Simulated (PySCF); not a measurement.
H₃Cl₂InSi, SMILES [SiH3][In]([Cl])[Cl] at its CAM-B3LYP/def2-SVP optimised geometry (Å):

```
7

In     0.8520     0.0038     0.0000
Cl     2.2008    -1.5712    -1.1007
Cl     2.1792     1.5712     1.1374
Si    -1.7069     0.0038     0.0000
H     -2.1921     1.4075     0.0000
H     -2.1586    -0.6898     1.2350
H     -2.2008    -0.7181    -1.2000
```

Level of theory: CAM-B3LYP/def2-TZVP, def2 effective core potentials past Kr (PySCF). The core electrons that the potentials of In replace are not part of the density.

Map of the electrostatic potential (hartree/e), clipped to [-0.08, 0.12] on the plane z = 1.5 Å:

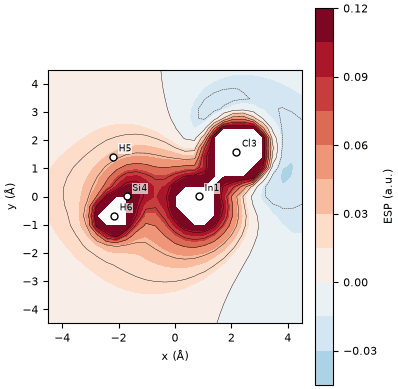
Electrostatic potential (hartree/e), clipped to [-0.08, 0.12] on the plane z = 1.5 Å.
